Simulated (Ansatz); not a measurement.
# AsF (singlet): density functionals in cc-pVTZ

What do functionals of several rungs give for AsF (singlet)?

Method: cc-pVTZ, all electrons in the functionals, frozen cores in the correlation of double hybrids and RPA; program: Ansatz 0.2.0, Gaussian basis.

To be run: SPW92, PBE, r2SCAN, PBE0, B3LYP, wB97M-V, HSE06, B2PLYP, RKS PBE0, RPA-PBE.

1 further run of the same task is left out (it didn't finish). Runs told in other sessions of the task aren't counted.

### Step 1. The geometry

The geometry is a PBE0/def2-TZVP stationary point (not a proven minimum). No spin-orbit coupling is included. The filled d shell of As may be among the frozen orbitals whatever the setting's name suggests.

2 atoms, charge 0, spin multiplicity 1.

Atoms are counted from 1 here; the program's logs count them from 0.

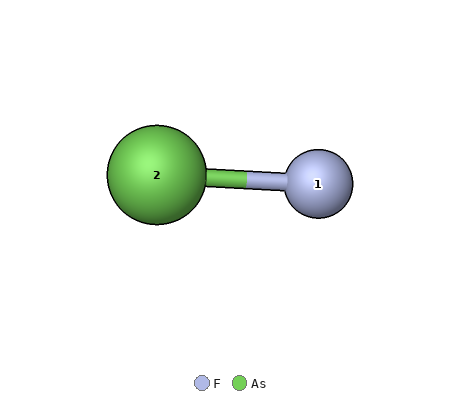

The geometry (fluorine light blue, arsenic green); atoms are numbered from 1 in the order of the file.

No dispersion term is added; wB97M-V holds VV10 nonlocal correlation. B3LYP takes the VWN-RPA correlation. HSE06 is the plane-wave form.

### Step 2. SPW92 (unrestricted)

in.yaml reads:

```yaml
crystal:
  periodic: [false, false, false]
  atoms:
    - {symbol: F, position_ang: [0.000000, 0.000000, 0.000000]}
    - {symbol: As, position_ang: [0.000000, 0.000000, 1.737000]}
basis:
  gaussian: {orbitals: cc-pVTZ}
magnetization: {spin_polarized: true, initial_magnetization: 0}
hamiltonian: {xc: {name: SPW92}}
```

Command:

```bash
ansatz run in.yaml --threads 1 --pin off --events-out ev --progress --plain --max-ram 2393MiB
```

Standard output:

```text
Functional definition: SPW92
  name "SPW92"
  cite "Dirac, Proc. Camb. Phil. Soc. 26, 376 (1930) doi:10.1017/S0305004100016108"
  cite "Slater, Phys. Rev. 81, 385 (1951) doi:10.1103/PhysRev.81.385"
  cite "Perdew & Wang, Phys. Rev. B 45, 13244 (1992) doi:10.1103/PhysRevB.45.13244"
  exchange = slater_x
  correlation = pw_c
517 factors; their error is unknown
mean field evaluation 1: about -63449.8563 eV, gradient 2.4e1 eV
mean field evaluation 2: about -63423.9620 eV, gradient 9.1e1 eV
mean field evaluation 4: about -63451.2071 eV, gradient 8.0e0 eV
mean field evaluation 8: about -63451.3481 eV, gradient 5.3e0 eV
mean field evaluation 16: about -63451.5141 eV, gradient 8.9e-6 eV
mean field evaluation 32: about -63451.5141 eV, gradient 9.2e-4 eV
mean field evaluation 64: about -63451.3938 eV, gradient 4.2e0 eV
mean field -63452.35274932 eV, -2331.8309539882 hartree, gradient 1.5e-5 eV, S^2 1.002311; 6 other end points of the search recorded, 0 dependent functions left out
reference -63452.35277173 eV, -2331.8309548115 hartree; 21, 21 occupied and 52, 52 virtual orbitals, 517 factors
Total energy: -63452.35277173 eV, -2331.8309548115 hartree
```

Run time: 2.4 s. Hardware: 1 thread of Arm Neoverse V2, shared host.

From the report: ⟨S²⟩ of the determinant 1.002 (pure singlet: 0.00). The determinant of SPW92 (⟨S²⟩ 1.00) is far from a pure spin state, so its energy mixes those of several spin states; that is harmless only where they are near-degenerate.

### Step 3. PBE (unrestricted)

Changes to in.yaml since step 2:

```diff
@@ -8,2 +8,3 @@
 magnetization: {spin_polarized: true, initial_magnetization: 0}
-hamiltonian: {xc: {name: SPW92}}
+hamiltonian: {xc: {name: PBE}}
+output: {orbitals: {seedname: orbitals}}
```

Launched as before.

Standard output:

```text
Functional definition: PBE
  name "PBE"
  cite "Perdew, Burke & Ernzerhof, Phys. Rev. Lett. 77, 3865 (1996) doi:10.1103/PhysRevLett.77.3865"
  parent pbe
  parameter kappa = 0.804
  parameter beta = 0.06672455060314922
  exchange = pbe_x(kappa = kappa, mu = beta*pi^2/3)
  correlation = pbe_c(beta = beta)
517 factors; their error is unknown
mean field evaluation 1: about -63544.7953 eV, gradient 2.5e1 eV
mean field evaluation 2: about -63512.7800 eV, gradient 9.8e1 eV
mean field evaluation 4: about -63546.3568 eV, gradient 7.5e0 eV
mean field evaluation 8: about -63546.4672 eV, gradient 5.1e0 eV
mean field evaluation 16: about -63546.6112 eV, gradient 6.9e-6 eV
mean field evaluation 32: about -63546.6112 eV, gradient 6.2e-2 eV
mean field evaluation 64: about -63547.5969 eV, gradient 1.5e-4 eV
mean field -63547.59686323 eV, -2335.3311106155 hartree, gradient 1.7e-5 eV, S^2 1.005798; 6 other end points of the search recorded, 0 dependent functions left out
reference -63547.59688898 eV, -2335.3311115618 hartree; 21, 21 occupied and 52, 52 virtual orbitals, 517 factors
Total energy: -63547.59688898 eV, -2335.3311115618 hartree
```

Wall time 4.9 s (1 thread of Arm Neoverse V2, shared host).

From the report: ⟨S²⟩ of the determinant 1.006 (pure singlet: 0.00). The determinant of PBE (⟨S²⟩ 1.01) is far from a pure spin state, so its energy mixes those of several spin states; that is harmless only where they are near-degenerate.

### Step 4. r2SCAN (unrestricted)

Changes to in.yaml since step 3:

```diff
@@ -8,3 +8,3 @@
 magnetization: {spin_polarized: true, initial_magnetization: 0}
-hamiltonian: {xc: {name: PBE}}
-output: {orbitals: {seedname: orbitals}}
+hamiltonian: {xc: {name: r2SCAN}}
+output: {forces: true}
```

The command is unchanged.

Standard output, shortened:

```text
Functional definition: r2SCAN
  name "r2SCAN"
  cite "Furness, Kaplan, Ning, Perdew & Sun, J. Phys. Chem. Lett. 11, 8208 (2020) doi:10.1021/acs.jpclett.0c02405"
  cite "Furness, Kaplan, Ning, Perdew & Sun, J. Phys. Chem. Lett. 11, 9248 (2020) doi:10.1021/acs.jpclett.0c03077"
  parent r2scan
[...]
517 factors; their error is unknown
[...]
mean field -63557.89151661 eV, -2335.7094321491 hartree, gradient 4.3e-6 eV, S^2 1.012907; 4 other end points of the search recorded, 0 dependent functions left out
[...]
reference -63557.89152563 eV, -2335.7094324806 hartree; 21, 21 occupied and 52, 52 virtual orbitals, 517 factors
Total energy: -63557.89152563 eV, -2335.7094324806 hartree
Atom 0 at     0.000000     0.000000     0.000000 Å, force     0.000000     0.000000    -0.184277 eV/Å
Atom 1 at     0.000000     0.000000     1.737000 Å, force    -0.000000    -0.000000     0.184277 eV/Å
Dipole moment:     0.000000     0.000000     0.297317 e Å
```

Wall time 11 s (1 thread of Arm Neoverse V2, shared host).

From the report: ⟨S²⟩ of the determinant 1.013 (pure singlet: 0.00). The determinant of r2SCAN (⟨S²⟩ 1.01) is far from a pure spin state, so its energy mixes those of several spin states; that is harmless only where they are near-degenerate.

### Step 5. PBE0 (unrestricted)

Changes to in.yaml since step 4:

```diff
@@ -8,3 +8,3 @@
 magnetization: {spin_polarized: true, initial_magnetization: 0}
-hamiltonian: {xc: {name: r2SCAN}}
-output: {forces: true}
+hamiltonian: {xc: {name: PBE0}}
+output: {forces: true, orbitals: {seedname: orbitals}}
```

Launched as before.

Standard output, shortened:

```text
Functional definition: PBE0
  name "PBE0"
  cite "Adamo & Barone, J. Chem. Phys. 110, 6158 (1999) doi:10.1063/1.478522"
  cite "Perdew, Burke & Ernzerhof, Phys. Rev. Lett. 77, 3865 (1996) doi:10.1103/PhysRevLett.77.3865"
  parent pbe
[...]
474 factors; integrals over basis functions are off by at most 1.5e-3 eV
[...]
mean field -63549.24295803 eV, -2335.3916034835 hartree, gradient 6.5e-5 eV, S^2 1.009730; 4 other end points of the search recorded, 0 dependent functions left out
[...]
reference -63549.24297732 eV, -2335.3916041926 hartree; 21, 21 occupied and 52, 52 virtual orbitals, 474 factors
Total energy: -63549.24297732 eV, -2335.3916041926 hartree
Atom 0 at     0.000000     0.000000     0.000000 Å, force     0.000000    -0.000000    -0.047355 eV/Å
Atom 1 at     0.000000     0.000000     1.737000 Å, force    -0.000000     0.000000     0.047355 eV/Å
Dipole moment:     0.000000     0.000000     0.324288 e Å
```

Wall time 6 s (1 thread of Arm Neoverse V2, shared host).

From the report: ⟨S²⟩ of the determinant 1.010 (pure singlet: 0.00). The determinant of PBE0 (⟨S²⟩ 1.01) is far from a pure spin state, so its energy mixes those of several spin states; that is harmless only where they are near-degenerate.

Orbitals, density, ELF and potential are computed afterwards from the orbital file.

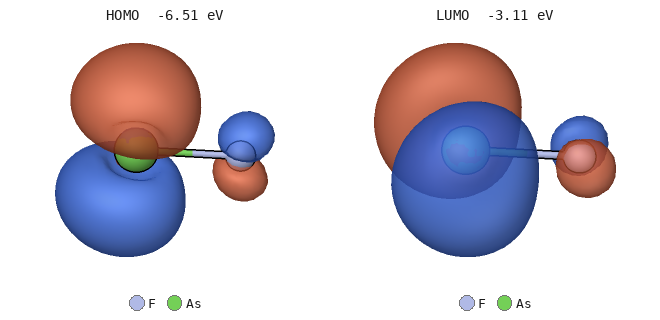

PBE0/cc-pVTZ orbitals (alpha spin) near the gap, drawn at the value that encloses 70 % of each; the two colours are the two signs.

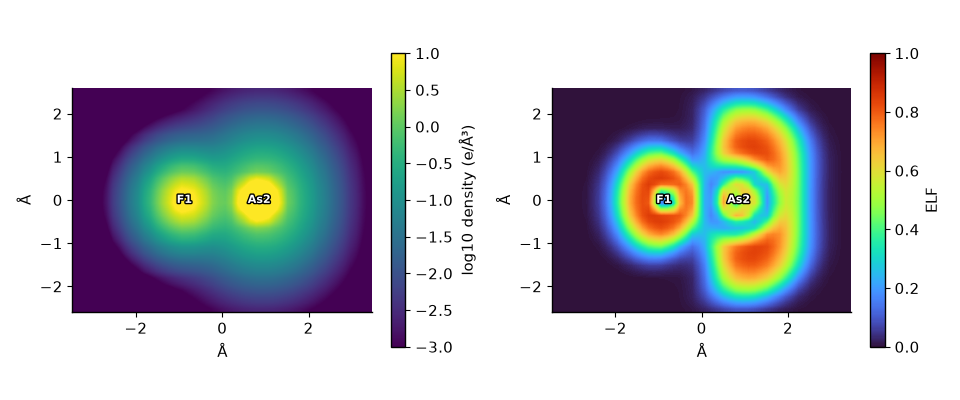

Density (left) and ELF (right) in a plane through or near 2 of the atoms.

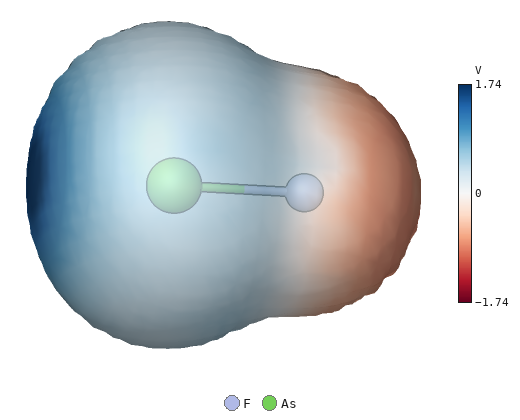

Electrostatic potential on the surface of density 0.002 e/bohr³; red is low, blue high. It runs from -0.85 V near F1 to 1.74 V near As2.

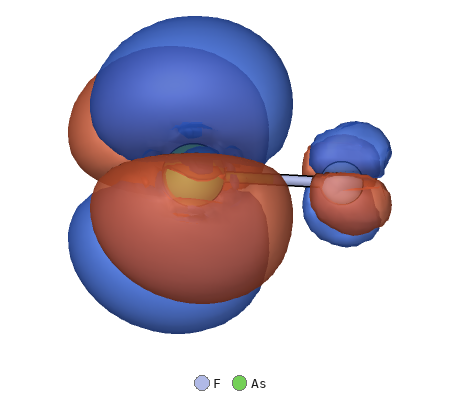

Spin density at ±0.02 e/Å³ (alpha excess blue, beta excess red).

### Step 6. B3LYP (unrestricted)

Changes to in.yaml since step 5:

```diff
@@ -8,3 +8,2 @@
 magnetization: {spin_polarized: true, initial_magnetization: 0}
-hamiltonian: {xc: {name: PBE0}}
-output: {forces: true, orbitals: {seedname: orbitals}}
+hamiltonian: {xc: {name: B3LYP}}
```

The command is unchanged.

Standard output, shortened:

```text
Functional definition: B3LYP
  name "B3LYP"
  cite "Stephens, Devlin, Chabalowski & Frisch, J. Phys. Chem. 98, 11623 (1994) doi:10.1021/j100096a001"
  cite "Becke, Phys. Rev. A 38, 3098 (1988) doi:10.1103/PhysRevA.38.3098"
  cite "Lee, Yang & Parr, Phys. Rev. B 37, 785 (1988) doi:10.1103/PhysRevB.37.785"
  cite "Vosko, Wilk & Nusair, Can. J. Phys. 58, 1200 (1980) doi:10.1139/p80-159"
[...]
554 factors; their error is unknown
[...]
mean field -63560.44415420 eV, -2335.8032398504 hartree, gradient 1.4e-5 eV, S^2 1.006513; 4 other end points of the search recorded, 0 dependent functions left out
reference -63560.44431788 eV, -2335.8032458655 hartree; 21, 21 occupied and 52, 52 virtual orbitals, 554 factors
Total energy: -63560.44431788 eV, -2335.8032458655 hartree
```

It took 4.4 s on 1 thread of Arm Neoverse V2, shared host.

From the report: ⟨S²⟩ of the determinant 1.007 (pure singlet: 0.00). The determinant of B3LYP (⟨S²⟩ 1.01) is far from a pure spin state, so its energy mixes those of several spin states; that is harmless only where they are near-degenerate.

### Step 7. wB97M-V (unrestricted)

Changes to in.yaml since step 6:

```diff
@@ -8,2 +8,3 @@
 magnetization: {spin_polarized: true, initial_magnetization: 0}
-hamiltonian: {xc: {name: B3LYP}}
+hamiltonian: {xc: {name: wB97M-V}}
+output: {forces: true, orbitals: {seedname: orbitals}}
```

Launched as before.

Standard output, shortened:

```text
Functional definition: wB97M-V
  name "wB97M-V"
  cite "Mardirossian & Head-Gordon, J. Chem. Phys. 144, 214110 (2016) doi:10.1063/1.4952647"
  cite "Becke, J. Chem. Phys. 107, 8554 (1997) doi:10.1063/1.475007"
  cite "Vydrov & Van Voorhis, J. Chem. Phys. 133, 244103 (2010) doi:10.1063/1.3521275"
  # Of w^i u^j: cxij and so on, Table III.
[...]
  gx(w, u) = 1 - cx + cx01*u + cx10*w
  gss(w, u) = css00 + css04*u^4 + css10*w + css20*w^2 + css43*w^4*u^3
  gos(w, u) = cos00 + cos10*w + (cos20 + cos21*u)*w^2 + (cos60 + cos61*u)*w^6
[...]
      + integral(e_c_pw_mod_opposite_spin*gos(b97_w_opposite, b97_u_opposite)) + vv10(b, c)
538 factors; their error is unknown
89 factors; integrals over basis functions are off by at most 9.3e-5 eV
[...]
mean field -63555.27097803 eV, -2335.6131291326 hartree, gradient 2.1e-5 eV, S^2 1.006099; 3 other end points of the search recorded, 0 dependent functions left out
[...]
reference -63555.27100484 eV, -2335.6131301180 hartree; 21, 21 occupied and 52, 52 virtual orbitals, 538 factors
Total energy: -63555.27100484 eV, -2335.6131301180 hartree
Atom 0 at     0.000000     0.000000     0.000000 Å, force    -0.000000     0.000000    -0.130559 eV/Å
Atom 1 at     0.000000     0.000000     1.737000 Å, force    -0.000000    -0.000000     0.130559 eV/Å
Dipole moment:     0.000000     0.000000     0.339153 e Å
```

Run time: 11 s. Hardware: 1 thread of Arm Neoverse V2, shared host.

From the report: ⟨S²⟩ of the determinant 1.006 (pure singlet: 0.00). The determinant of wB97M-V (⟨S²⟩ 1.01) is far from a pure spin state, so its energy mixes those of several spin states; that is harmless only where they are near-degenerate.

### Step 8. HSE06 (unrestricted)

Changes to in.yaml since step 7:

```diff
@@ -8,3 +8,2 @@
 magnetization: {spin_polarized: true, initial_magnetization: 0}
-hamiltonian: {xc: {name: wB97M-V}}
-output: {forces: true, orbitals: {seedname: orbitals}}
+hamiltonian: {xc: {name: HSE06}}
```

Launched as before.

Standard output, shortened:

```text
Functional definition: HSE06
  name "HSE06"
  cite "Heyd, Scuseria & Ernzerhof, J. Chem. Phys. 118, 8207 (2003) doi:10.1063/1.1564060"
  cite "Krukau, Vydrov, Izmaylov & Scuseria, J. Chem. Phys. 125, 224106 (2006) doi:10.1063/1.2404663"
  cite "Heyd & Scuseria, J. Chem. Phys. 120, 7274 (2004) doi:10.1063/1.1668634"
  cite "Ernzerhof & Perdew, J. Chem. Phys. 109, 3313 (1998) doi:10.1063/1.476928"
  cite "Perdew, Burke & Ernzerhof, Phys. Rev. Lett. 77, 3865 (1996) doi:10.1103/PhysRevLett.77.3865"
  parent pbe
[...]
  # The whole range is PBE's own exchange, as in plane waves. The composition of these papers is wPBEh.
[...]
474 factors; integrals over basis functions are off by at most 1.5e-3 eV
34 factors; integrals over basis functions are off by at most 2.6e-6 eV
[...]
mean field -63549.18641406 eV, -2335.3895255311 hartree, gradient 7.0e-5 eV, S^2 1.009830; 4 other end points of the search recorded, 0 dependent functions left out
reference -63549.18643977 eV, -2335.3895264759 hartree; 21, 21 occupied and 52, 52 virtual orbitals, 474 factors
Total energy: -63549.18643977 eV, -2335.3895264759 hartree
```

Wall time 6 s (1 thread of Arm Neoverse V2, shared host).

From the report: ⟨S²⟩ of the determinant 1.010 (pure singlet: 0.00). The determinant of HSE06 (⟨S²⟩ 1.01) is far from a pure spin state, so its energy mixes those of several spin states; that is harmless only where they are near-degenerate.

### Step 9. B2PLYP (unrestricted)

Changes to in.yaml since step 8:

```diff
@@ -8,2 +8,3 @@
 magnetization: {spin_polarized: true, initial_magnetization: 0}
-hamiltonian: {xc: {name: HSE06}}
+hamiltonian: {xc: {name: B2PLYP}}
+correlation: {electrons: outside_noble_gas}
```

The command is unchanged.

Standard output, shortened:

```text
Functional definition: B2PLYP
  name "B2PLYP"
  cite "Grimme, J. Chem. Phys. 124, 034108 (2006) doi:10.1063/1.2148954"
  cite "Becke, Phys. Rev. A 38, 3098 (1988) doi:10.1103/PhysRevA.38.3098"
  cite "Lee, Yang & Parr, Phys. Rev. B 37, 785 (1988) doi:10.1103/PhysRevB.37.785"
[...]
474 factors; integrals over basis functions are off by at most 1.5e-3 eV
[...]
mean field -63543.66839939 eV, -2335.1867422323 hartree, gradient 1.5e-6 eV, S^2 1.014016; 3 other end points of the search recorded, 0 dependent functions left out
15 core orbitals not correlated: weight in the atoms' cores, before any rotation towards them, 0.998 or more for the frozen orbitals, at most 0.002 for the correlated occupied ones
reference -63543.66850285 eV, -2335.1867460342 hartree; 6, 6 occupied and 52, 52 virtual orbitals, 474 factors
second order -11.23725459 eV of doubles, -0.00000000 eV of singles
Total energy: -63546.70256159 eV, -2335.2982456363 hartree
```

Run time: 4.2 s. Hardware: 1 thread of Arm Neoverse V2, shared host.

From the report: ⟨S²⟩ of the determinant 1.014 (pure singlet: 0.00). The determinant of B2PLYP (⟨S²⟩ 1.01) is far from a pure spin state, so its energy mixes those of several spin states; that is harmless only where they are near-degenerate.

### Step 10. PBE0 (restricted)

in.yaml reads:

```yaml
crystal:
  periodic: [false, false, false]
  atoms:
    - {symbol: F, position_ang: [0.000000, 0.000000, 0.000000]}
    - {symbol: As, position_ang: [0.000000, 0.000000, 1.737000]}
basis:
  gaussian: {orbitals: cc-pVTZ}
hamiltonian: {xc: {name: PBE0}}
```

Same command.

Standard output:

```text
Functional definition: PBE0
  name "PBE0"
  cite "Adamo & Barone, J. Chem. Phys. 110, 6158 (1999) doi:10.1063/1.478522"
  cite "Perdew, Burke & Ernzerhof, Phys. Rev. Lett. 77, 3865 (1996) doi:10.1103/PhysRevLett.77.3865"
  parent pbe
  parameter a = 0.25
  parameter kappa = 0.804
  parameter beta = 0.06672455060314922
  exchange = (1 - a)*pbe_x(kappa = kappa, mu = beta*pi^2/3) + a*exact_x
  correlation = pbe_c(beta = beta)
570 factors; their error is unknown
mean field evaluation 1: about -63546.2428 eV, gradient 3.2e1 eV
mean field evaluation 2: about -63537.9216 eV, gradient 7.9e1 eV
mean field evaluation 4: about -63547.7399 eV, gradient 1.1e0 eV
mean field evaluation 8: about -63548.1695 eV, gradient 3.7e-2 eV
mean field evaluation 16: about -63547.9995 eV, gradient 8.0e0 eV
mean field -63548.16953079 eV, -2335.3521557602 hartree, gradient 2.4e-5 eV, S^2 0.000000; 1 other end points of the search recorded, 0 dependent functions left out
reference -63548.16954804 eV, -2335.3521563940 hartree; 21, 21 occupied and 52, 52 virtual orbitals, 570 factors
Total energy: -63548.16954804 eV, -2335.3521563940 hartree
```

Run time: 0.96 s. Hardware: 1 thread of Arm Neoverse V2, shared host.

### Step 11. RPA-PBE

Changes to in.yaml since step 10:

```diff
@@ -7,2 +7,4 @@
   gaussian: {orbitals: cc-pVTZ}
-hamiltonian: {xc: {name: PBE0}}
+magnetization: {spin_polarized: true, initial_magnetization: 0}
+hamiltonian: {xc: {name: PBE}}
+correlation: {method: rpa, electrons: outside_noble_gas}
```

The command is unchanged.

Standard output, shortened:

```text
Functional definition: PBE
  name "PBE"
  cite "Perdew, Burke & Ernzerhof, Phys. Rev. Lett. 77, 3865 (1996) doi:10.1103/PhysRevLett.77.3865"
  parent pbe
[...]
474 factors; integrals over basis functions are off by at most 1.5e-3 eV
[...]
mean field -63547.59685142 eV, -2335.3311101814 hartree, gradient 3.8e-6 eV, S^2 1.005798; 7 other end points of the search recorded, 0 dependent functions left out
15 core orbitals not correlated: weight in the atoms' cores, before any rotation towards them, 0.997 or more for the frozen orbitals, at most 0.003 for the correlated occupied ones
reference -63502.36537223 eV, -2333.6688839802 hartree; 6, 6 occupied and 52, 52 virtual orbitals, 474 factors
Total energy: -63517.58312603 eV, -2334.2281261176 hartree
```

Wall time 7.5 s (1 thread of Arm Neoverse V2, shared host).

From the report: ⟨S²⟩ of the determinant 1.006 (pure singlet: 0.00). The determinant of RPA-PBE (⟨S²⟩ 1.01) is far from a pure spin state, so its energy mixes those of several spin states; that is harmless only where they are near-degenerate.

### Step 12. Side by side

```tsv
functional	energy (eV)	⟨S²⟩	time
SPW92	-63452.3528	1.002	2.4 s
PBE	-63547.5969	1.006	4.9 s
r2SCAN	-63557.8915	1.013	11 s
PBE0	-63549.2430	1.010	6 s
B3LYP	-63560.4443	1.007	4.4 s
wB97M-V	-63555.2710	1.006	11 s
HSE06	-63549.1864	1.010	6 s
B2PLYP	-63546.7026	1.014	4.2 s
RKS PBE0	-63548.1695	0.000	0.96 s
RPA-PBE	-63517.5831	1.006	7.5 s
```

Orbital levels of the runs that wrote orbitals: PBE HOMO -5.23, LUMO -4.07 eV; PBE0 HOMO -6.51, LUMO -3.11 eV; wB97M-V HOMO -8.45, LUMO -1.10 eV.

### Step 13. Summary of results

| quantity | value |
| --- | --- |
| spread of total energies | 108.1 eV |
| quickest, slowest | RKS PBE0 0.96 s, wB97M-V 11 s |

**Reading.** Total energies of different functionals can't be ranked; only differences within one functional count.
